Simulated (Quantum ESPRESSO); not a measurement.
# Voltage at the next charge: Zr2COF MXene, 1 layer against an electrode

**Set-up.** Quantum ESPRESSO 7.5, LDA, GBRV ultrasoft; ESM with bc3, a metal electrode 4.91 Å above the top atoms; cell area 9.384 Å²; ions fixed. V is the potential energy of an electron at the electrode over the slab's Fermi level, divided by e, so that it equals the work function at zero charge; positive charge removes electrons.

```
charge (e a cell)  V (V)
                0  5.582
           0.0141  6.786
           0.0281  7.986
```

**Question.** What is V at a charge of 0.0562 e, and what capacitance do the rows imply?

**Worked estimate.** The last two rows give dV/dq = (7.986 − 6.786)/(0.0281 − 0.0141) = 85.7 V/e, so C = 1602/(9.384 × 85.7) = 1.99 µF/cm², an effective gap of 8.854/1.99 = 4.44 Å. At constant C, V = 7.986 + 85.7 × 0.0281 = 10.39 V.

What the calculation gave: V = 10.408 V; the estimate misses by −0.01 V, 0.5 % of the step. Over the three intervals C goes 2.00, 1.99 and 1.98 µF/cm².

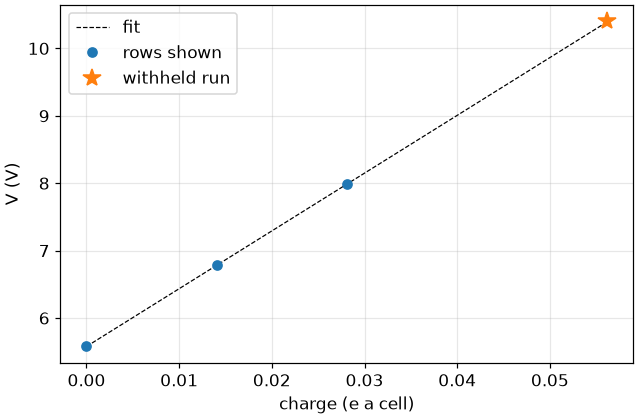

The rows shown, the fit and the withheld run.

Caveats: Vacuum fills the gap; a dielectric or electrolyte would change C. The slab is thin.

[Logs are printed without paths, hosts, clocks, repeated set-up lines and the standing remarks that a program may print on its own settings, such as how far it seeks lower states.]
